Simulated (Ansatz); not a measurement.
# C3H2B: the cost of one run

Program: Ansatz 0.2.0. Level of theory: UKS B3LYP-D4/6-31G*. These are calculated values, not measurements.

### Step 1. Starting point

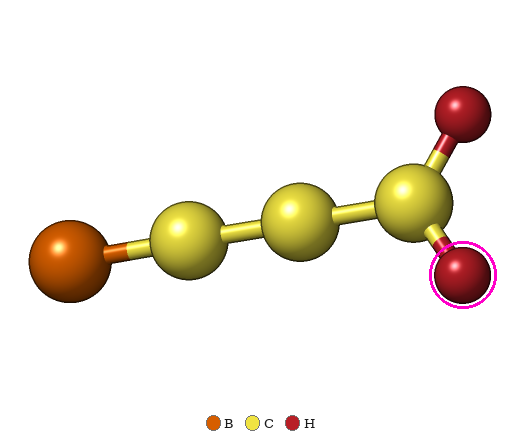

Start, viewed from a free direction; boron orange, carbon yellow, hydrogen red. Ringed: H6.

Coordinates:

```xyz
6

B    -0.3236   -2.7812    0.4096
C    -0.1725   -1.4376    0.2054
C    -0.0230   -0.1817    0.0254
C     0.1287    1.0982   -0.1606
H     0.5649    1.4887   -1.0640
H    -0.1746    1.8137    0.5842
```

### Step 2. Relaxing end A

input.yaml

```yaml
crystal:
  periodic: [false, false, false]
  atoms:
    - { symbol: B, position_ang: [-0.32355, -2.78123, 0.40964] }
    - { symbol: C, position_ang: [-0.17251, -1.43763, 0.20535] }
    - { symbol: C, position_ang: [-0.02295, -0.1817, 0.02542] }
    - { symbol: C, position_ang: [0.12874, 1.09818, -0.16059] }
    - { symbol: H, position_ang: [0.56486, 1.4887, -1.06402] }
    - { symbol: H, position_ang: [-0.17458, 1.81368, 0.5842] }
magnetization:
  spin_polarized: true
  initial_magnetization: 1
basis:
  gaussian: { orbitals: "6-31G*" }
hamiltonian:
  xc: b3lyp
  dispersion: d4
relax:
  f_tol: 0.02
  max_steps: 50
output:
  orbitals: {}
```

Started as:

```sh
> ansatz run input.yaml --threads 1 --pin off --max-ram 2048MiB --backend cpu --events-out ev --progress --plain --runs-dir out
```

What time and memory should one allow on 1 thread of Arm Neoverse V1, shared host?

About 17 s, with a peak of 0.14 GiB.
